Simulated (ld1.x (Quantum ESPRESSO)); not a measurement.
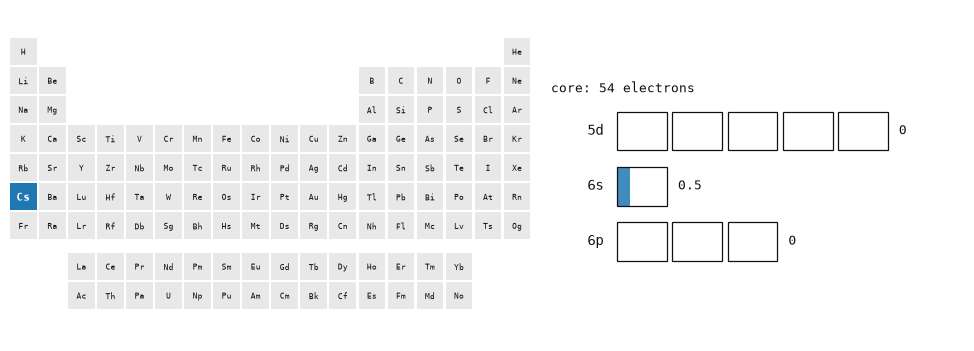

Figure 1. Left, the place of caesium in the periodic table; right, the valence shells of the reference configuration: a box for each of the 2l + 1 orbitals, shaded by the share of the shell that is filled, with the electron count at the right. The shells are those of the unaltered input.

**Run report: Cs, pseudopotential generation**

Caesium (Cs, Z = 55), core [Xe], reference valence 5d0 6s0.5 6p0 (an ion of charge +0.5), valence charge 1. (This line and the method describe the unaltered input from which the odd one was made.) Computed at this level: TM potential, PBE, scalar-relativistic, made with ld1.x (Quantum ESPRESSO) 7.5.

**The input**
```
 &input
   title='Cs', zed=55., rel=1, dft='PBE', iswitch=3,
   config='[Xe] 5d0 6s0.5 6p0',
   nld=3, rlderiv=4.55, eminld=-2.0, emaxld=5.0, deld=0.02
 /
 &inputp
   pseudotype=2, tm=.true., lloc=1,
   nlcc=.false.,
   file_pseudopw='Cs.UPF', file_wfcaegen='ae.wfc', file_wfcncgen='nc.wfc', file_beta='beta', file_chi='chi'
 /
3
6S  2  0   0.50   0.00  4.20  4.20  0.0
5D  3  2   0.00   0.00  4.20  4.20  0.0
6P  2  1   0.00   0.00  4.20  4.20  0.0
 &test
   configts(1)='5d0 6s0.5 6p0'
 /
```

Hardware: 1 CPU thread, shared host.

Run as:
```bash
ld1.x < Cs.in > Cs.out
```

**Log**
```
     Program LD1 v.7.5
     --------------------------- All-electron run ----------------------------

     Cs
     scalar relativistic calculation

     atomic number is 55.00
     dft =PBE   lsd =0 sic =0 latt =0  beta=0.20 tr2=1.0E-14
     Exchange-correlation= PBE
                           (   1   4   3   4   0   0   0)
     mesh =1251 r(mesh) = 101.25750 a.u. xmin = -7.00 dx = 0.01250
     1 Ry =  13.60569312 eV, c = 137.03599908

     n l     nl                  e(Ry)          e(Ha)          e(eV)
     1 0     1S 1( 2.00)     -2631.4429     -1315.7214    -35802.6039
     2 0     2S 1( 2.00)      -412.9188      -206.4594     -5618.0469
     2 1     2P 1( 6.00)      -370.4134      -185.2067     -5039.7308
     3 0     3S 1( 2.00)       -85.9858       -42.9929     -1169.8970
     3 1     3P 1( 6.00)       -72.3092       -36.1546      -983.8167
     4 0     4S 1( 2.00)       -16.3707        -8.1853      -222.7341
     4 1     4P 1( 6.00)       -11.9988        -5.9994      -163.2523
     3 2     3D 1(10.00)       -52.2410       -26.1205      -710.7756
     5 0     5S 1( 2.00)        -2.1432        -1.0716       -29.1594
     5 1     5P 1( 6.00)        -1.1706        -0.5853       -15.9271
     4 2     4D 1(10.00)        -5.6365        -2.8183       -76.6887
     5 2     5D 1( 0.00)        -0.1644        -0.0822        -2.2364
     6 0     6S 1( 0.50)        -0.2818        -0.1409        -3.8339
     6 1     6P 1( 0.00)        -0.1568        -0.0784        -2.1340

     final scf error:  9.1E-15 reached in  21 iterations

     Etot =  -15573.759516 Ry,   -7786.879758 Ha, -211891.792741 eV

     Ekin =   16409.236743 Ry,    8204.618372 Ha,  223259.039514 eV
     Encl =  -37678.221943 Ry,  -18839.110971 Ha, -512638.325175 eV
     Eh   =    6079.118475 Ry,    3039.559237 Ha,   82710.620424 eV
     Exc  =    -383.892791 Ry,    -191.946395 Ha,   -5223.127505 eV

     normalization and overlap integrals

     s(1S/1S) =  1.000000  <r> =   0.0261  <r2> =    0.0009  r(max) =   0.0169
     s(2S/2S) =  1.000000  <r> =   0.1121  <r2> =    0.0148  r(max) =   0.0947
     s(2P/2P) =  1.000000  <r> =   0.0982  <r2> =    0.0118  r(max) =   0.0765
     s(3S/3S) =  1.000000  <r> =   0.2990  <r2> =    0.1022  r(max) =   0.2739
     s(3P/3P) =  1.000000  <r> =   0.2970  <r2> =    0.1023  r(max) =   0.2672
     s(4S/4S) =  1.000000  <r> =   0.6947  <r2> =    0.5447  r(max) =   0.6409
     s(4P/4P) =  1.000000  <r> =   0.7394  <r2> =    0.6221  r(max) =   0.6738
     s(3D/3D) =  1.000000  <r> =   0.2736  <r2> =    0.0884  r(max) =   0.2215
     s(5S/5S) =  1.000000  <r> =   1.7403  <r2> =    3.4145  r(max) =   1.5375
     s(5P/5P) =  1.000000  <r> =   2.0813  <r2> =    4.9421  r(max) =   1.7863
     s(4D/4D) =  1.000000  <r> =   0.8366  <r2> =    0.8151  r(max) =   0.7172
     s(5D/5D) =  1.000000  <r> =   4.5015  <r2> =   25.0879  r(max) =   3.0197
     s(6S/6S) =  1.000000  <r> =   5.2111  <r2> =   30.7532  r(max) =   4.4489
     s(6P/6P) =  1.000000  <r> =   7.0113  <r2> =   55.5805  r(max) =   6.0054

     ------------------------ End of All-electron run ------------------------

     --------------------- Generating NC pseudopotential ---------------------

      Generating local pot.: lloc=1, matching radius rcloc =   4.2000

      Wfc   6S  rcut= 4.232  Using Troullier-Martins method

      Wfc   5D  rcut= 4.232  Using Troullier-Martins method

     ------------------- End of pseudopotential generation -------------------

     --------------------------- All-electron run ----------------------------

     Cs
     scalar relativistic calculation

     atomic number is 55.00
     dft =PBE   lsd =0 sic =0 latt =0  beta=0.20 tr2=1.0E-14
     Exchange-correlation= PBE
                           (   1   4   3   4   0   0   0)
     mesh =1251 r(mesh) = 101.25750 a.u. xmin = -7.00 dx = 0.01250
     1 Ry =  13.60569312 eV, c = 137.03599908

     n l     nl                  e(Ry)          e(Ha)          e(eV)
     1 0     1S 1( 2.00)     -2631.4429     -1315.7214    -35802.6039
     2 0     2S 1( 2.00)      -412.9188      -206.4594     -5618.0469
     2 1     2P 1( 6.00)      -370.4134      -185.2067     -5039.7308
     3 0     3S 1( 2.00)       -85.9858       -42.9929     -1169.8970
     3 1     3P 1( 6.00)       -72.3092       -36.1546      -983.8167
     4 0     4S 1( 2.00)       -16.3707        -8.1853      -222.7341
     4 1     4P 1( 6.00)       -11.9988        -5.9994      -163.2523
     3 2     3D 1(10.00)       -52.2410       -26.1205      -710.7756
     5 0     5S 1( 2.00)        -2.1432        -1.0716       -29.1594
     5 1     5P 1( 6.00)        -1.1706        -0.5853       -15.9271
     4 2     4D 1(10.00)        -5.6365        -2.8183       -76.6887
     5 2     5D 1( 0.00)        -0.1644        -0.0822        -2.2364
     6 0     6S 1( 0.50)        -0.2818        -0.1409        -3.8339
     6 1     6P 1( 0.00)        -0.1568        -0.0784        -2.1340

     final scf error:  9.1E-15 reached in  21 iterations

     Etot =  -15573.759516 Ry,   -7786.879758 Ha, -211891.792741 eV

     Ekin =   16409.236743 Ry,    8204.618372 Ha,  223259.039514 eV
     Encl =  -37678.221943 Ry,  -18839.110971 Ha, -512638.325175 eV
     Eh   =    6079.118475 Ry,    3039.559237 Ha,   82710.620424 eV
     Exc  =    -383.892791 Ry,    -191.946395 Ha,   -5223.127505 eV

     normalization and overlap integrals

     s(1S/1S) =  1.000000  <r> =   0.0261  <r2> =    0.0009  r(max) =   0.0169
     s(2S/2S) =  1.000000  <r> =   0.1121  <r2> =    0.0148  r(max) =   0.0947
     s(2P/2P) =  1.000000  <r> =   0.0982  <r2> =    0.0118  r(max) =   0.0765
     s(3S/3S) =  1.000000  <r> =   0.2990  <r2> =    0.1022  r(max) =   0.2739
     s(3P/3P) =  1.000000  <r> =   0.2970  <r2> =    0.1023  r(max) =   0.2672
     s(4S/4S) =  1.000000  <r> =   0.6947  <r2> =    0.5447  r(max) =   0.6409
     s(4P/4P) =  1.000000  <r> =   0.7394  <r2> =    0.6221  r(max) =   0.6738
     s(3D/3D) =  1.000000  <r> =   0.2736  <r2> =    0.0884  r(max) =   0.2215
     s(5S/5S) =  1.000000  <r> =   1.7403  <r2> =    3.4145  r(max) =   1.5375
     s(5P/5P) =  1.000000  <r> =   2.0813  <r2> =    4.9421  r(max) =   1.7863
     s(4D/4D) =  1.000000  <r> =   0.8366  <r2> =    0.8151  r(max) =   0.7172
     s(5D/5D) =  1.000000  <r> =   4.5015  <r2> =   25.0879  r(max) =   3.0197
     s(6S/6S) =  1.000000  <r> =   5.2111  <r2> =   30.7532  r(max) =   4.4489
     s(6P/6P) =  1.000000  <r> =   7.0113  <r2> =   55.5805  r(max) =   6.0054

     ------------------------ End of All-electron run ------------------------

     Computing logarithmic derivative in   4.53324
     Computing logarithmic derivative in   4.53324
     Computing the partial wave expansion
     R is outside the sphere for l=    0 j= 0.00
       no projector for channel:   1
     R is outside the sphere for l=    2 j= 0.00

     ---------------------- Testing the pseudopotential ----------------------

     Cs
     scalar relativistic calculation

     atomic number is 55.00   valence charge is  1.00
     dft =PBE   lsd =0 sic =0 latt =0  beta=0.20 tr2=1.0E-14
     mesh =1251 r(mesh) = 101.25750 xmin = -7.00 dx = 0.01250

     n l     nl             e AE (Ry)        e PS (Ry)    De AE-PS (Ry)
     3 2     5D   1( 0.00)       -0.16437       -0.16437       -0.00000
     1 0     6S   1( 0.50)       -0.28179       -0.28179        0.00000
     2 1     6P   1( 0.00)       -0.15685       -0.15685        0.00000

     eps = 8.5E-15  iter =  4

     Etot =  -15573.759516 Ry,   -7786.879758 Ha, -211891.792741 eV
     Etotps =    -0.164142 Ry,      -0.082071 Ha,      -2.233266 eV

     Ekin =       0.051691 Ry,       0.025846 Ha,       0.703293 eV
     Encl =      -0.142833 Ry,      -0.071417 Ha,      -1.943345 eV
     Ehrt =       0.043133 Ry,       0.021567 Ha,       0.586855 eV
     Ecxc =      -0.068782 Ry,      -0.034391 Ha,      -0.935829 eV
     Epseu=      -0.047351 Ry,      -0.023675 Ha,      -0.644240 eV

     ---------------------- End of pseudopotential test ----------------------
```

**Outcome**

| quantity | value |
| --- | --- |
| outcome | generated |

**What is odd here**

One thing in this input was made odd on purpose: pseudo principal number of 6S raised by one. The program ran to the end. The all-electron atom is untouched: its total energy equals that from the unaltered input (−15573.7595 Ry). The pseudo-atom's energy and levels in the reference configuration are also those from the unaltered input, so the oddity leaves no trace there. The pseudo-atom meets the occupied all-electron levels that the test lists within 0.00001 Ry. No test for ghost states or cutoffs was run on this potential, so its soundness isn't shown.
